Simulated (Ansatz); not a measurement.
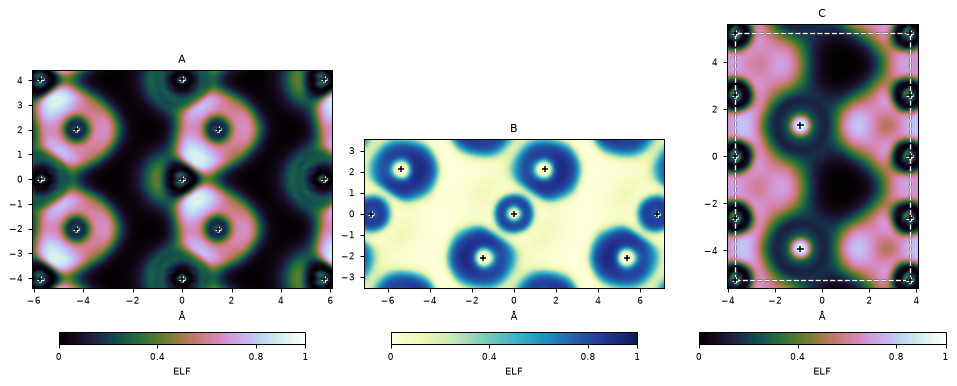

The ELF of 3 systems, each on a plane through atoms (crosses mark nuclei in the plane).

Method: Ansatz 0.2.0, DFT PBE, scalar-relativistic, plane waves, PAW.

System 1: HfZrS$_{4}$, the (110) plane of the conventional cell. Space group P-3m1; a structure generated by program, which may or may not match a known phase.

```
CELL_PARAMETERS angstrom
3.66817 0.00000 0.00000
-1.83408 3.17673 0.00000
0.00000 0.00000 13.58935
ATOMIC_POSITIONS crystal
Zr 0.00000 0.00000 0.00000
Hf 0.00000 0.00000 0.50000
S 0.66667 0.33333 0.39410
S 0.66667 0.33333 0.89283
S 0.33333 0.66667 0.10717
S 0.33333 0.66667 0.60590
```

System 2: Al$_{3}$GaAs$_{4}$, the (110) plane of the conventional cell. Space group I-42m; a structure generated by program, which may or may not match a known phase.

```cif
data_structure
_symmetry_space_group_name_H-M 'P 1'
_symmetry_Int_Tables_number 1
_cell_length_a 5.7328
_cell_length_b 5.7328
_cell_length_c 11.4665
_cell_angle_alpha 90.000
_cell_angle_beta 90.000
_cell_angle_gamma 90.000
_cell_volume 376.85
loop_
_atom_site_label
_atom_site_type_symbol
_atom_site_fract_x
_atom_site_fract_y
_atom_site_fract_z
_atom_site_occupancy
Al1 Al 0.00000 0.00000 0.00000 1
Al2 Al 0.50000 0.50000 0.50000 1
Al3 Al 0.50000 0.00000 0.25000 1
Al4 Al 0.00000 0.50000 0.75000 1
Al5 Al 0.00000 0.50000 0.25000 1
Al6 Al 0.50000 0.00000 0.75000 1
Ga1 Ga 0.00000 0.00000 0.50000 1
Ga2 Ga 0.50000 0.50000 0.00000 1
As1 As 0.24925 0.24925 0.87457 1
As2 As 0.74925 0.74925 0.37457 1
As3 As 0.75075 0.24925 0.12543 1
As4 As 0.25075 0.74925 0.62543 1
As5 As 0.25075 0.25075 0.37457 1
As6 As 0.75075 0.75075 0.87457 1
As7 As 0.24925 0.75075 0.12543 1
As8 As 0.74925 0.25075 0.62543 1
```

System 3: Al$_{4}$Cu, the (110) plane of the conventional cell. Space group F-43m; a structure generated by program, which may or may not match a known phase; computed without spin polarisation.

Q: Which map belongs to which system?

A: Panel A is system 2, Al$_{3}$GaAs$_{4}$: the plane holds Al, Ga and As. Al–As (2.48 Å): the ELF peaks at about 0.90 between the atoms, as expected for a covalent bond. Panel B is system 1, HfZrS$_{4}$: the plane holds Zr, Hf and S. Hf–S (2.56 Å): the ELF peaks at about 0.85 in the valence shell of S, 0.8 Å from its nucleus, and is about 0.40 at the midpoint. Panel C is system 3, Al$_{4}$Cu: the plane holds Al and Cu. Al–Al (2.61 Å): the ELF peaks at about 0.75 between the atoms.
